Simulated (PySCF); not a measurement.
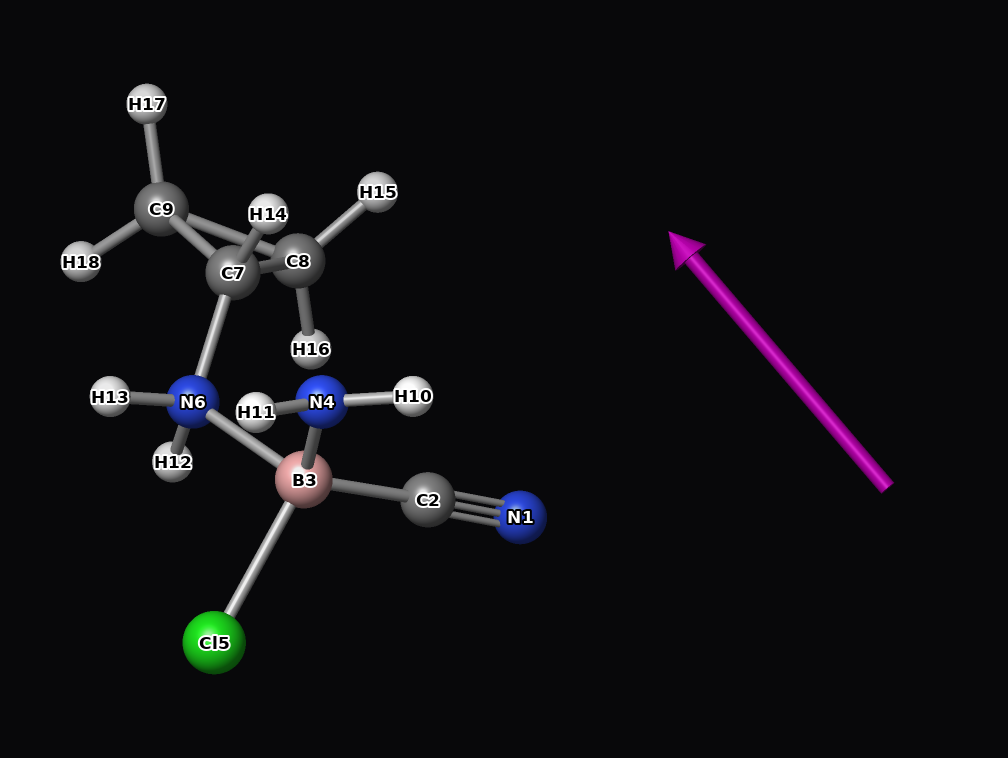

The arrow beside the molecule shows the direction of the dipole moment, from the negative to the positive end (its length means nothing). The geometry was computed by an optimisation with GFN2-xTB. No frequency run is at hand to confirm it as a minimum. Level of theory: PBE0/pcSseg-1, gas phase (PySCF 2.14.0).

> Estimate the dipole moment.

6.82 D; it points from the side of N1 to the side of H17 (the outermost atoms at the two ends).

The geometry is semi-empirical. Around B such bond lengths and angles can be off by a tenth of an ångström or more and by several degrees, and values that hang on the shape move with them.
